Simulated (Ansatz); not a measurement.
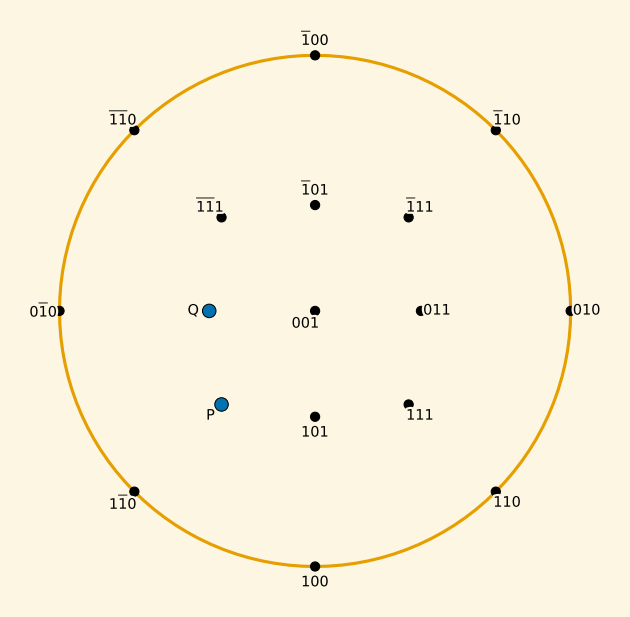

For Cs4Zn, coordinates from a relaxation with DFT PBE, scalar-relativistic, plane waves, PAW (Ansatz 0.2.0); the starting structure was generated, so it need not be a known form of this composition: stereographic projection of plane normals (upper hemisphere) centred on (0 0 1). Symmetry computed with spglib at a tolerance of 0.002 Å; standard conventional cell.

a = 7.699 Å, b = 7.699 Å, c = 7.699 Å, α = 90.00°, β = 90.00°, γ = 90.00°.

Question: Index the poles marked P, Q.

Answer: P is (1 −1 1), 54.7° from the centre; Q is (0 −1 1), 45.0° from the centre.

Question: Which zone does the coloured great circle trace?

Answer: The zone [0 0 1]: its poles satisfy l = 0.

Question: What is the angle between the normals of (1 0 1) and (1 1 0), and what are their d_hkl = 1/|g|?

Answer: 60.0°; d = 5.444 Å and 5.444 Å.
